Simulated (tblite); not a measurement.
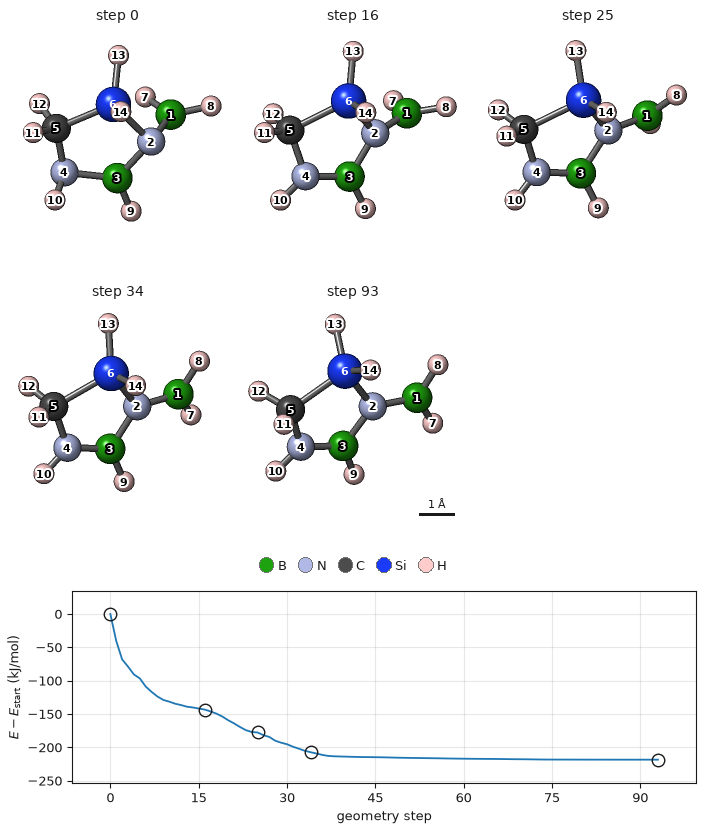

Frames of a relaxation of CH$_{8}$B$_{2}$N$_{2}$Si, marked on the history of the run. A ball-and-stick model, seen at a tilt.

The calculation used GFN2-xTB geometry optimisation, gas phase (tblite 0.8.0). 

Q: Describe the path.

A: The energy falls by 218.3 kJ/mol in 93 geometry steps. The atom that moves furthest after the best rigid fit is H7 (2.09 Å). Largest moves by element: H 2.09 Å, N 0.69 Å, B 0.45 Å, C 0.42 Å, Si 0.34 Å. Some distances before and after: B3–N4 1.549 → 1.383 Å, B1–N2 1.536 → 1.404 Å, C5–Si6 1.847 → 1.915 Å, N2–B3 1.528 → 1.462 Å. Bond angles that change, for instance: B3–N4–H10 106.2° → 125.6°, B1–N2–B3 107.3° → 124.6°, B1–N2–Si6 108.9° → 125.0°. The run took 0.82 s on 1 thread of Arm Neoverse N1, with other jobs on the host. From step 0 to 16: N and H atoms move most (0.51 Å), energy −143.2 kJ/mol. From step 16 to 25: H7 moves most (0.89 Å), energy −34.3 kJ/mol. From step 25 to 34: H7 moves most (0.57 Å), energy −29.6 kJ/mol. From step 34 to 93: H12 moves most (0.46 Å), energy −11.2 kJ/mol.

| step | E − E(0), kJ/mol |
| --- | --- |
| 0 | 0.00 |
| 1 | -40.36 |
| 2 | -68.02 |
| 3 | -78.80 |
| 4 | -90.57 |
| 5 | -96.44 |
| 6 | -108.67 |
| 7 | -116.67 |
| 8 | -123.65 |
| 9 | -128.75 |
| 10 | -131.35 |
| 14 | -140.05 |
| 19 | -153.56 |
| 23 | -174.02 |
| 27 | -184.28 |
| 32 | -201.80 |
| 36 | -211.20 |
| 41 | -214.02 |
| 45 | -214.61 |
| 49 | -215.39 |
| 54 | -216.05 |
| 58 | -216.64 |
| 62 | -217.03 |
| 67 | -217.43 |
| 71 | -217.78 |
| 76 | -218.18 |
| 80 | -218.25 |
| 84 | -218.29 |
| 89 | -218.31 |
| 93 | -218.32 |
